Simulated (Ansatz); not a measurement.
Rock-salt LaTe was calculated with PBEsol+SOC in Ansatz (PAW).

Numerical settings: plane-wave cutoff 520 eV, 16×16×16 k mesh, Fermi–Dirac smearing 0.05 eV, PAW data made under PBE.

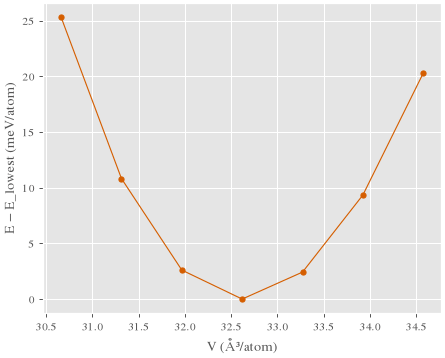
Total energy against volume

Q: From the curve, estimate the equilibrium volume and the bulk modulus.

A: V0 ≈ 32.6 Å³/atom and B0 ≈ 62 GPa; the fit gives V0 = 32.619 Å³/atom, B0 = 61.6 GPa, B′ = 4.5.

Static lattice: no zero-point or thermal effects.

Ansatz is a program for electronic structure.
